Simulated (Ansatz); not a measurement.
**B2PLYP/def2-SVPD (core potential) run of CH4AlIn (SMILES [CH2]1[AlH][InH]1)**

Aim: the vertical ionisation energy of CH4AlIn at B2PLYP/def2-SVPD (core potential), from 2 runs. 

Program for the calculation: Ansatz 0.2.0.

54 further runs of the same task are left out: 54 set aside as unsound or not needed.

### 1 The molecule

CH4AlIn has 7 atoms, charge 0, and is taken as a singlet. SMILES: `[CH2]1[AlH][InH]1`. Geometry: relaxed at PBE0-D4/def2-TZVP.

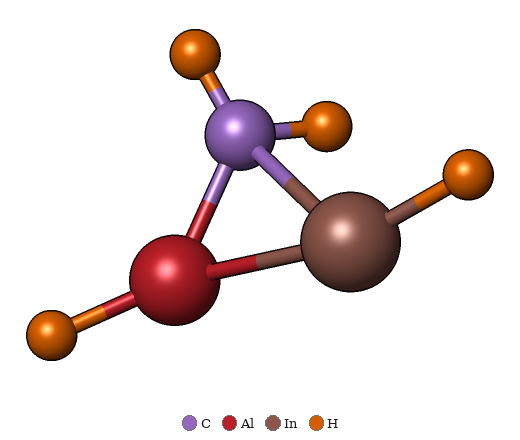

The structure, seen from a chosen angle (carbon purple, aluminium red, indium brown, hydrogen orange).

### 2 The energy at B2PLYP/def2-SVPD (core potential)

Input file run.yaml:

```yaml
crystal:
  periodic: [false, false, false]
  atoms:
    - {symbol: C, position_ang: [-0.613000, 0.132400, -0.657400]}
    - {symbol: Al, position_ang: [-0.455200, 0.915100, 1.037900]}
    - {symbol: In, position_ang: [1.229300, -0.924400, 0.544100]}
    - {symbol: H, position_ang: [-0.896900, -0.927600, -0.754800]}
    - {symbol: H, position_ang: [-0.866200, 0.635300, -1.593000]}
    - {symbol: H, position_ang: [-0.487600, 2.358400, 1.689000]}
    - {symbol: H, position_ang: [2.089500, -2.189200, -0.265800]}
basis:
  gaussian:
    orbitals: def2-SVPD
total_charge: 0
hamiltonian:
  xc: {name: B2PLYP}
correlation:
  frozen_orbitals: {Al: 5, C: 1, H: 0, In: 4}
accuracy: high
output: {orbitals: {seedname: orbitals}}
```

Started as:

```bash
$ ansatz run run.yaml --threads 1 --pin off --max-ram 3480MiB --events-out events.jsonl --progress --plain --runs-dir runs
```

The log of the run:

```text
Warning: RAYON_NUM_THREADS=1 ignored (pool sized by the plan → 1); use --threads N
Functional definition: B2PLYP
  name "B2PLYP"
  parameter a = 0.53
  parameter c = 0.27
  exchange = (1 - a)*b88_x + a*exact_x
  correlation = (1 - c)*lyp_c + c*(mp2_os + mp2_ss)
2281 factors; integrals over basis functions are off by at most 3.5e-9 eV
mean field evaluation 1: about -12846.1335 eV, gradient 4.9e1 eV
mean field evaluation 2: about -12846.2511 eV, gradient 4.9e1 eV
mean field evaluation 4: about -12852.8633 eV, gradient 5.6e0 eV
mean field evaluation 8: about -12853.0238 eV, gradient 3.4e-1 eV
mean field evaluation 16: about -12853.0244 eV, gradient 2.6e-4 eV
mean field -12853.02444092 eV, -472.3399361111 hartree, gradient 9.1e-8 eV, S^2 0.000000; 0 other end points of the search recorded, 0 dependent functions left out
10 core orbitals not correlated: weight in the atoms' cores, before any rotation towards them, 1.000 or more for the frozen orbitals, at most 0.000 for the correlated occupied ones
reference -12853.02446746 eV, -472.3399370863 hartree; 12, 12 occupied and 86, 86 virtual orbitals, 2281 factors
second order -10.87084317 eV of doubles, -0.00000000 eV of singles
Total energy: -12855.95959512 eV, -472.4478010382 hartree
```

It took 16 s on 1 thread of Arm Neoverse V2, shared host; peak memory 0.39 GiB.

### 3 The doublet cation at the same level

Input file input.yaml:

```yaml
crystal:
  periodic: [false, false, false]
  atoms:
    - {symbol: C, position_ang: [-0.613000, 0.132400, -0.657400]}
    - {symbol: Al, position_ang: [-0.455200, 0.915100, 1.037900]}
    - {symbol: In, position_ang: [1.229300, -0.924400, 0.544100]}
    - {symbol: H, position_ang: [-0.896900, -0.927600, -0.754800]}
    - {symbol: H, position_ang: [-0.866200, 0.635300, -1.593000]}
    - {symbol: H, position_ang: [-0.487600, 2.358400, 1.689000]}
    - {symbol: H, position_ang: [2.089500, -2.189200, -0.265800]}
basis:
  gaussian:
    orbitals: def2-SVPD
total_charge: 1
magnetization:
  spin_polarized: true
  initial_magnetization: 1
hamiltonian:
  xc: {name: B2PLYP}
correlation:
  frozen_orbitals: {Al: 5, C: 1, H: 0, In: 4}
accuracy: high
output: {orbitals: {seedname: orbitals}}
```

Started as:

```bash
$ ansatz run input.yaml --threads 1 --pin off --max-ram 3480MiB --events-out events.jsonl --progress --plain --runs-dir runs
```

The log of the run, shortened:

```text
Warning: RAYON_NUM_THREADS=1 ignored (pool sized by the plan → 1); use --threads N
Functional definition: B2PLYP
  name "B2PLYP"
[...]
2280 factors; integrals over basis functions are off by at most 3.5e-9 eV
[...]
mean field -12846.00676893 eV, -472.0820414222 hartree, gradient 7.0e-8 eV, S^2 0.782196; 3 other end points of the search recorded, 0 dependent functions left out
10 core orbitals not correlated: weight in the atoms' cores, before any rotation towards them, 1.000 or more for the frozen orbitals, at most 0.000 for the correlated occupied ones
reference -12846.00679765 eV, -472.0820424774 hartree; 12, 11 occupied and 86, 87 virtual orbitals, 2280 factors
second order -9.19103276 eV of doubles, -0.00000000 eV of singles
Total energy: -12848.48837649 eV, -472.1732388178 hartree
```

Wall time 27 s (1 thread of Arm Neoverse V2, shared host); peak memory 0.63 GiB.

### 4 What came out

At B2PLYP/def2-SVPD (core potential), 10 core orbitals frozen:

| quantity | value |
| --- | --- |
| singlet CH4AlIn: total energy | -472.44780 Eh |
| singlet CH4AlIn: HOMO energy (SCF part's orbitals) | -6.30 eV |
| singlet CH4AlIn: LUMO energy (SCF part's orbitals) | -1.19 eV |
| singlet CH4AlIn: HOMO–LUMO gap (SCF part's orbitals) | 5.11 eV |
| doublet cation: total energy | -472.17324 Eh |
| doublet cation: HOMO energy (SCF part's orbitals) (highest over α and β) | -12.63 eV |
| doublet cation: LUMO energy (SCF part's orbitals) (lowest over α and β) | -7.83 eV |
| doublet cation: ⟨S²⟩ | 0.782 |
| vertical ionisation energy (to the doublet cation) | 7.471 eV |

Removing an electron at fixed nuclei costs 7.47 eV (172 kcal/mol). −ε(HOMO) before ionisation, 6.30 eV, is 1.17 eV below this ionisation energy.
